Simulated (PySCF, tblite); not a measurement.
**C₅H₁₁OSi radical: geometry, infrared bands and EPR parameters**

Wanted: the infrared bands and EPR parameters of C₅H₁₁OSi radical (`C[C@@]1([O])CC[C@@H]1[SiH3]`), by calculation.

The runs use tblite 0.8.0 and PySCF 2.14.0, with density-fitted response routines of our own; the level of theory stands in each step. All values are computed, except where a source is named. Atoms are numbered from 0 throughout.

## (1) The starting structure

18 atoms, charge 0, multiplicity 2; geometry from: force field or distance geometry start.

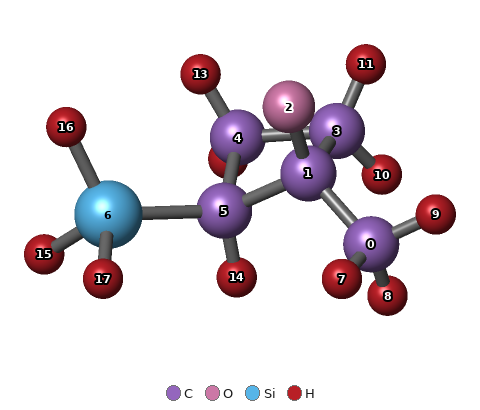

The starting geometry (carbon purple, oxygen pink, silicon blue, hydrogen red), atoms numbered.

## (2) Optimising the geometry with GFN2-xTB

What the job is given:

```
{"job": {"kind": "relax", "xc": "GFN2-xTB", "basis": "xTB"}, "charge": 0, "multiplicity": 2}
C     -1.495700    -1.365700    -0.644900
C     -0.612800    -0.129600    -0.654400
O     -0.083800     0.107700    -1.943700
C     -1.240300     1.164200    -0.045200
C      0.114700     1.448700     0.653300
C      0.441800    -0.055100     0.495700
Si     2.279400    -0.487000     0.216500
H     -0.944400    -2.261800    -0.921500
H     -1.923200    -1.545300     0.352100
H     -2.351700    -1.250800    -1.331800
H     -2.048900     0.960200     0.680700
H     -1.594100     1.925500    -0.728200
H      0.040400     1.822800     1.682900
H      0.752200     2.137400     0.068200
H      0.112500    -0.605100     1.388000
H      2.992900    -0.311700     1.530900
H      3.045000     0.386800    -0.710800
H      2.507400    -1.934900    -0.099600
```

On the command line:

```console
$ OMP_NUM_THREADS=1 python probes_run.py task.json out
```

This one command runs all jobs of the session in turn.

**Question.** This job is followed by: GFN2-xTB harmonic vibrations, gas phase; UKS B3LYP, pcH-1 on C H O Si, non-relativistic, mean-field spin-orbit, GIAO. Predict these results of the whole session: strongest single infrared mode (GFN2-xTB); zero-point energy (GFN2-xTB); g(iso) (B3LYP); ⟨S²⟩; largest a(iso) (averaged by class); potential on the surface of density 0.002 e/bohr³, 1st and 99th percentile; property runs in this session.

The runs gave:

| quantity | value |
| --- | --- |
| strongest single infrared mode (GFN2-xTB) | 2117 cm⁻¹, 360 km/mol |
| zero-point energy (GFN2-xTB) | 88.6 kcal/mol |
| g(iso) (B3LYP) | 2.01415 |
| ⟨S²⟩ | 0.756 (exact 0.75) |
| largest a(iso) (averaged by class) | 13C on C3, 130.1 MHz |
| potential on the surface of density 0.002 e/bohr³, 1st and 99th percentile | -1.46 V and 1.02 V |
| property runs in this session | 1, of which 0 failed and 1 gave unsound results |

Relaxing lowered the energy by 0.733 eV in 120 steps; the close pair that moved most is C1–O2, from 1.414 to 1.297 Å. All 48 modes are real, so the xTB geometry is a minimum. The strongest single mode, at 2117 cm⁻¹, moves mainly H15. GFN2-xTB is a fitted tight-binding method: band positions and strengths are rough. Its intensities can rank the bands wrongly. O2 carries the largest spin population, 0.64 e. The isotropic g lies 11.8 ppt above the free-electron value. These values are not to be trusted: the run shows nearly degenerate orbitals, where second-order g theory doesn't apply. The conformer search found further structures of the same energy, which may be mirror or relabelled copies of this one.
